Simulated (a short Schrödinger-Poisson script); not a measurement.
System: gated Al0.3Ga0.7N/GaN polarisation-induced gas, at 20 K.

```
layer     material  thickness (nm)  Na (cm⁻³)
-----  -----------  --------------  ---------
1      Al0.3Ga0.7N              10          -
2              GaN            6000       3e14
```

The device is made up for the run: typed textbook-type constants, with dimensions and the other settings drawn at random. Al0.3Ga0.7N: permittivity 9.32, conduction-band edge (eV) 0.414, gap (eV) 4.021, electron mass (mₑ) 0.236, Nv at 300 K (cm⁻³) 4.6e19. GaN: permittivity 9.5, conduction-band edge (eV) 0, gap (eV) 3.43, Nv at 300 K (cm⁻³) 4.6e19.

Channel valleys (confinement mass, in-plane density-of-states mass, number): Γ 0.2, 0.2, 1. At the gate the conduction-band edge of layer 1 lies 1.03 eV − eVg above the Fermi level of the channel; the field vanishes at the back. Sheet of polarisation charge: +1.5e13 e/cm² at 10 nm from the gate. The barrier under the gate holds no holes. Gaps are held at their typed values at every temperature. Mesh 0.08 nm at interfaces.

From a short Schrödinger-Poisson script (our own, NumPy): 1D Poisson equation in equilibrium, electrons quantum, Hartree (BenDaniel-Duke, 40 states a valley, the channel's in-plane mass for all, wave functions free to enter the barrier), parabolic valleys, classical holes, full ionisation, no traps, pinning or gate leakage.

Only gate voltages with over 1e8 electrons/cm² are shown.

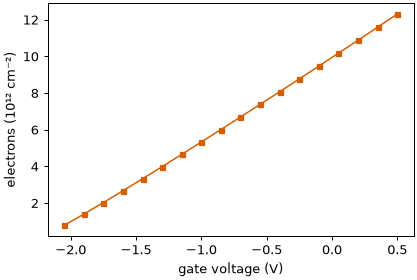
*Sheet density against gate voltage*

```tsv
Vg (V)	electrons (cm⁻²)	in the channel layer	C (μF/cm²)	Γ E0 (meV)	Γ E1 (meV)
0.5	1.23e13	1.11e13	0.767	-132.7	-14.6
0.35	1.16e13	1.06e13	0.762	-125.7	-13.1
0.2	1.09e13	1.00e13	0.758	-118.7	-11.6
0.05	1.02e13	9.43e12	0.754	-111.6	-10.2
-0.1	9.47e12	8.84e12	0.750	-104.6	-8.8
-0.25	8.77e12	8.24e12	0.746	-97.5	-7.5
-0.4	8.08e12	7.63e12	0.742	-90.3	-6.3
-0.55	7.38e12	7.02e12	0.737	-83.2	-5.1
-0.7	6.70e12	6.40e12	0.733	-76.0	-4.0
-0.85	6.01e12	5.78e12	0.728	-68.8	-2.9
-1	5.33e12	5.15e12	0.723	-61.5	-1.8
-1.15	4.66e12	4.52e12	0.718	-54.2	-0.6
-1.3	3.99e12	3.89e12	0.711	-46.9	0.8
-1.45	3.33e12	3.26e12	0.703	-39.5	2.6
-1.6	2.67e12	2.63e12	0.694	-31.9	5.5
-1.75	2.03e12	2.00e12	0.683	-24.3	9.2
-1.9	1.40e12	1.38e12	0.667	-16.7	12.6
-2.05	7.82e11	7.78e11	0.643	-9.4	15.3
```

Subbands count from the Fermi level.
